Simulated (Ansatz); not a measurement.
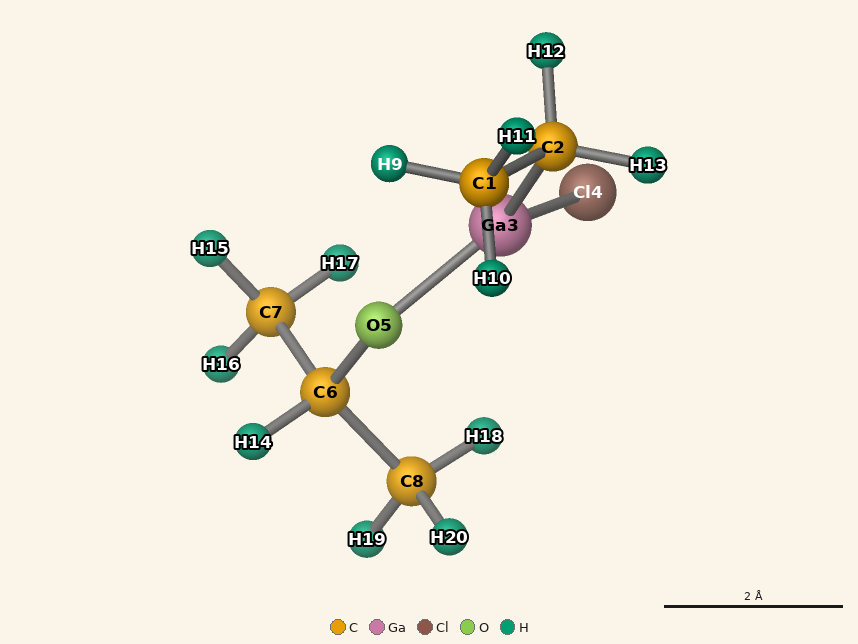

The atoms are numbered. Computed geometry: PBE0-D4/def2-TZVP optimisation. No frequency run is at hand to confirm it as a minimum.

Estimate the angles C1–C2–Ga3, C1–C2–H12, C2–C1–H10, C2–C1–H11, C2–Ga3–O5, Ga3–C2–H13, O5–C6–C7, O5–C6–C8, C6–C8–H18, C6–C8–H19, C6–C8–H20, C8–C6–H14.

```tsv
angle	degrees
C1–C2–Ga3	114.3
C1–C2–H12	111.4
C2–C1–H10	111.8
C2–C1–H11	111.0
C2–Ga3–O5	119.8
Ga3–C2–H13	106.8
O5–C6–C7	111.4
O5–C6–C8	111.3
C6–C8–H18	110.7
C6–C8–H19	110.8
C6–C8–H20	110.3
C8–C6–H14	108.2
```
